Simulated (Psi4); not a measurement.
**BNH3Cl (SMILES NBCl) at MP2/def2-TZVPP (density fitting, density fitting for correlation, sweep point 4)**

What is the vertical singlet–triplet gap of BNH3Cl at MP2/def2-TZVPP (density fitting, density fitting for correlation, sweep point 4)? The job is set up through a Python script.

Program for the calculation: Psi4 1.11.

## Step 1: The structure to begin with

BNH3Cl: 6 atoms, total charge 0, spin state singlet. As SMILES, `NBCl`. The shape is that of a PBE0-D4/def2-TZVP optimisation.

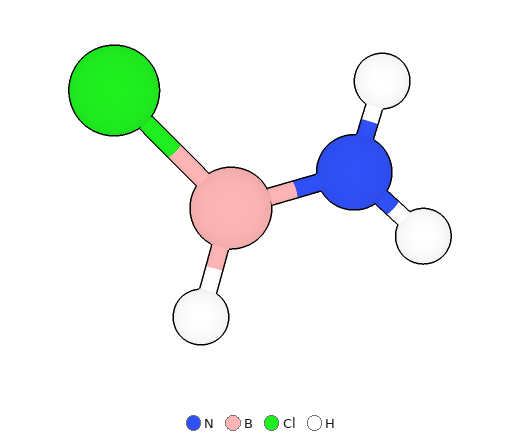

The structure, seen from a chosen angle (nitrogen blue, boron pink, chlorine green, hydrogen white).

## Step 2: A single-point energy at MP2/def2-TZVPP (density fitting, density fitting for correlation, sweep point 4)

Contents of run.py:

```python
import psi4

psi4.set_memory(1600000000)
psi4.set_num_threads(1)
psi4.set_output_file('psi4.out', False)

m = psi4.geometry("""
N     -0.74757565    -0.01473986    -1.24343979
B      0.69844278    -0.30027748     0.91406053
Cl     1.00136587     2.24745128     3.05379742
H     -0.96716183    -1.41597179    -2.50691068
H     -1.66031337     1.59587371    -1.67845474
H      1.75517762    -2.23346731     1.37401987
units bohr
symmetry c1
""")

psi4.set_options({
    'basis': 'def2-TZVPP',
    'puream': True,
    'scf_type': 'df',
    'num_frozen_docc': 7,
})

E = psi4.energy("mp2")
print(f'mp2 energy: {E:.10f} Eh')
```

Command:

```console
$ python run.py
```

psi4.out, cut to the lines that bear on the results:

```text
[...]
  Running in c1 symmetry.
[...]
  Nuclear repulsion =   85.398153575896458
[...]
  Multiplicity = 1
[...]
  Nalpha       = 16
  Nbeta        = 16
[...]
    Number of basis functions: 146
[...]
   @DF-RHF iter   1:  -540.42527941939704   -5.85459e-01   3.16218e-03 ADIIS/DIIS
[...]
   @DF-RHF iter  11:  -540.51720106062578   -1.75078e-11   7.11356e-09 DIIS
[...]
    Orbital Energies [Eh]
    ---------------------
    Doubly Occupied:
       1A   -104.812940     2A    -15.568148     3A    -10.543175
       4A     -8.009954     5A     -8.008988     6A     -8.008844
       7A     -7.644682     8A     -1.184165     9A     -1.087372
      10A     -0.727069    11A     -0.701720    12A     -0.592560
      13A     -0.514169    14A     -0.494184    15A     -0.440415
      16A     -0.430128
[...]
  @DF-RHF Final Energy:  -540.51720106062578
   => Energetics <=
    Nuclear Repulsion Energy =             85.3981535758964583
    One-Electron Energy =                -914.2936851550550728
    Two-Electron Energy =                 288.3783305185328345
    Total Energy =                       -540.5172010606257800
[...]
 Multipole Moments:
 ------------------------------------------------------------------------------------
     Multipole            Electronic (a.u.)      Nuclear  (a.u.)        Total (a.u.)
 ------------------------------------------------------------------------------------
 L = 1.  Multiply by 2.5417464519 to convert [e a0] to [Debye]
 Dipole X            :          1.0979970           -1.5168329           -0.4188359
 Dipole Y            :          2.1947851           -2.5325794           -0.3377943
 Dipole Z            :          3.1994440           -4.0964306           -0.8969866
 Magnitude           :                                                    1.0459988
[...]
```

On the terminal:

```text
mp2 energy: -541.0228568886 Eh
```

It took 2.4 s on 1 thread of Intel Xeon Platinum 8559C (Emerald Rapids), shared host; peak memory 0.26 GiB.

## Step 3: The triplet

Contents of calc.py:

```python
import psi4

psi4.set_memory(1600000000)
psi4.set_num_threads(1)
psi4.set_output_file('psi4.out', False)

geom = psi4.geometry("""
0 3
N     -0.74757565    -0.01473986    -1.24343979
B      0.69844278    -0.30027748     0.91406053
Cl     1.00136587     2.24745128     3.05379742
H     -0.96716183    -1.41597179    -2.50691068
H     -1.66031337     1.59587371    -1.67845474
H      1.75517762    -2.23346731     1.37401987
units bohr
symmetry c1
""")

options = {'basis': 'def2-TZVPP', 'reference': 'uhf', 'puream': True, 'scf_type': 'df', 'num_frozen_docc': 7, 'maxiter': 150}
psi4.set_options(options)

energy_value = psi4.energy('mp2')
print(f'mp2 energy: {energy_value:.10f} Eh')
```

Command:

```console
$ python calc.py
```

psi4.out, cut to the lines that bear on the results:

```text
[...]
  Running in c1 symmetry.
[...]
  Nuclear repulsion =   85.398153575896458
[...]
  Multiplicity = 3
[...]
  Nalpha       = 17
  Nbeta        = 15
[...]
    Number of basis functions: 146
[...]
   @DF-UHF iter   1:  -540.09771851663913   -2.57898e-01   3.73710e-03 ADIIS/DIIS
[...]
   @DF-UHF iter  20:  -540.24961159658096   -1.73941e-11   7.94030e-09 DIIS
[...]
   @S^2 Observed:                2.019927486E+00
[...]
    Orbital Energies [Eh]
    ---------------------
    Alpha Occupied:
       1A   -104.967610     2A    -15.510080     3A    -10.692252
       4A     -8.177732     5A     -8.154562     6A     -8.153693
       7A     -7.564927     8A     -1.240872     9A     -1.132926
      10A     -0.735657    11A     -0.677988    12A     -0.645909
      13A     -0.595860    14A     -0.588662    15A     -0.496267
      16A     -0.448705    17A     -0.151263
    Alpha Virtual:
      18A      0.130667    19A      0.158535    20A      0.164597
      21A      0.201077    22A      0.229088    23A      0.229881
      24A      0.274521    25A      0.308285    26A      0.366274
[...]
  @DF-UHF Final Energy:  -540.24961159658096
   => Energetics <=
    Nuclear Repulsion Energy =             85.3981535758964583
    One-Electron Energy =                -912.6801872094540613
    Two-Electron Energy =                 287.0324220369766408
    Total Energy =                       -540.2496115965809622
  UHF NO Occupations:
  HONO-2 :   15  A 1.9953554
  HONO-1 :   16  A 1.0000000
[...]
 Multipole Moments:
 ------------------------------------------------------------------------------------
     Multipole            Electronic (a.u.)      Nuclear  (a.u.)        Total (a.u.)
 ------------------------------------------------------------------------------------
 L = 1.  Multiply by 2.5417464519 to convert [e a0] to [Debye]
 Dipole X            :          1.3110339           -1.5168329           -0.2057990
 Dipole Y            :          3.5597223           -2.5325794            1.0271429
 Dipole Z            :          4.4275245           -4.0964306            0.3310940
 Magnitude           :                                                    1.0986350
[...]
```

On the terminal:

```text
mp2 energy: -540.7387767126 Eh
```

It took 3 s on 1 thread of Intel Xeon Platinum 8559C (Emerald Rapids), shared host; peak memory 0.26 GiB.

## Step 4: Results

Level: MP2/def2-TZVPP (density fitting, density fitting for correlation, sweep point 4), 7 core orbitals frozen.

```
                                                           quantity          value
                                              singlet: total energy  -541.02286 Eh
                       singlet: HOMO energy (Hartree–Fock orbitals)      -11.70 eV
                       singlet: LUMO energy (Hartree–Fock orbitals)        3.27 eV
                     singlet: HOMO–LUMO gap (Hartree–Fock orbitals)       14.97 eV
               singlet: correlation energy (7 core orbitals frozen)     -505.7 mEh
                                              triplet: total energy  -540.73878 Eh
triplet: HOMO energy (Hartree–Fock orbitals) (highest over α and β)       -4.12 eV
 triplet: LUMO energy (Hartree–Fock orbitals) (lowest over α and β)       -2.73 eV
               triplet: correlation energy (7 core orbitals frozen)     -489.2 mEh
                         triplet: ⟨S²⟩ of the reference determinant          2.020
                   vertical energy of the triplet above the singlet       7.730 eV
```

What this shows: At this shape the triplet lies 7.73 eV (746 kJ/mol) above the singlet.
